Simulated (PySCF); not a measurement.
**C7H12BN (SMILES CNB[C@H]1CCC12C=C2): density, localisation and related maps**

```xyz
21

C     3.2871   -0.0434    0.9195
N     2.0419   -0.2063    0.2066
B     0.9846    0.6750    0.1381
C    -0.3274    0.3274   -0.6869
C    -0.6457   -1.1301   -1.1035
C    -2.0071   -1.0633   -0.3905
C    -1.6520    0.3368    0.0923
C    -1.9477    0.9518    1.4185
C    -2.5625    1.4786    0.3947
H     4.1395   -0.1148    0.2376
H     3.3020    0.9335    1.3974
H     3.4007   -0.8118    1.6906
H     1.9989   -1.0929   -0.2772
H     1.0654    1.7010    0.7054
H    -0.3973    1.0024   -1.5475
H     0.0225   -1.8737   -0.6715
H    -0.7044   -1.2976   -2.1775
H    -2.8667   -1.1008   -1.0609
H    -2.1536   -1.8007    0.3994
H    -1.7565    0.9373    2.4637
H    -3.2306    2.2085    0.0059
```

Geometry: GFN2-xTB.

Theory: PBE0/pcSseg-1, SCF density, gas phase, non-relativistic in PySCF 2.14.0.

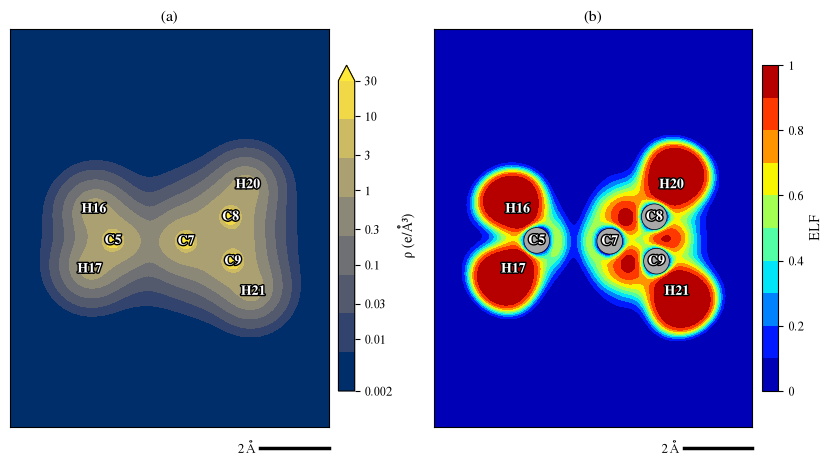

Figure 1. (a) total electron density; (b) ELF on the plane of atoms C9, C8 and H20. Grey discs cover the atomic cores in the ELF map.

Question: Describe what can be read from this map.

Answer: Atoms in the plane: C and H.
C–C (1.31 Å): ρ at the midpoint is about 2.3 e/Å³; the ELF peaks at about 0.85 between the atoms (a short, multiple covalent bond).
C–C (1.49 Å): the density is about 1.6 e/Å³ at the midpoint; the ELF peaks at about 0.80 between the atoms: a shared electron pair.
C–H (1.06 Å): ρ at the midpoint is about 2.1 e/Å³; the ELF climbs to about 1 towards the hydrogen, as it does in any bond to H (an ordinary covalent bond to hydrogen).

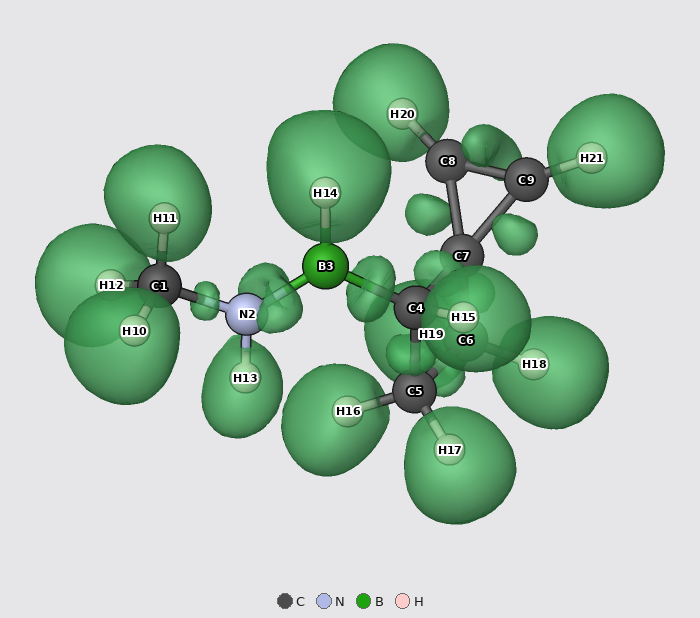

Figure 2. Isosurface of the ELF at 0.85 (green), seen at a tilt. Only the valence region is drawn (cores and ρ < 0.01 e/Å³ removed).

Question: Describe the localisation domains.

Answer: At this value the surface marks out one region between bonded B–C atoms (shared pairs), one region between bonded B–N atoms (shared pairs), seven regions between bonded C–C atoms (shared pairs), one region between bonded C–N atoms (shared pairs) and twelve regions around hydrogen nuclei.


 B–N (1.38 Å): the ELF peaks at about 0.90 between the atoms (a polar covalent bond).

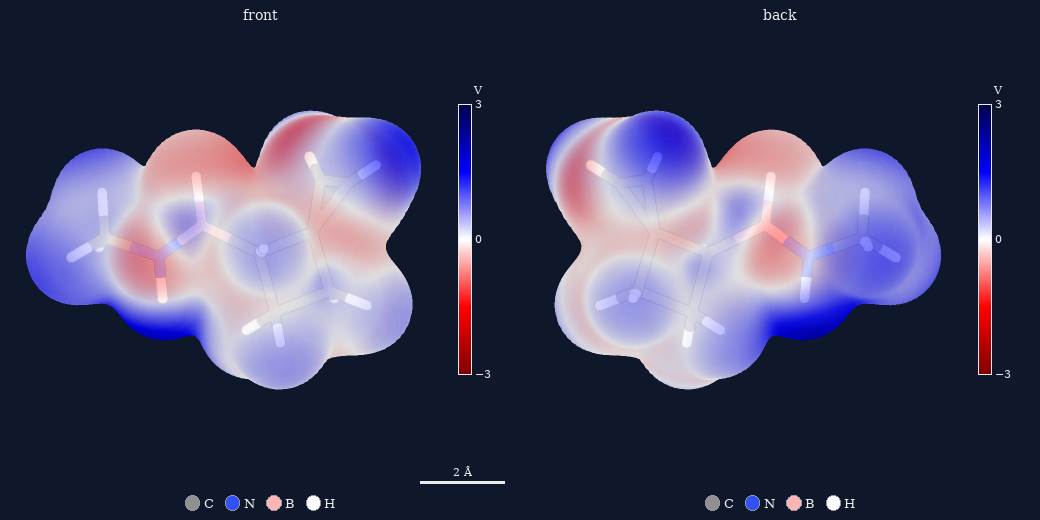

Figure 3. The molecular electrostatic potential painted on the density surface at 0.004 e/bohr³, seen from the front and from behind; the colour scale runs from red (negative) to blue (positive).

Question: Which sites attract a positive test charge, and which a negative one?

Answer: A positive charge is drawn to the negative regions and a negative charge to the positive ones. The most negative region (about −0.8 V) lies over the π face of C8 and C9, the most positive (about +2.0 V) over H13.

Question: What dipole moment does the calculation give?

Answer: Its dipole moment is 1.41 D.
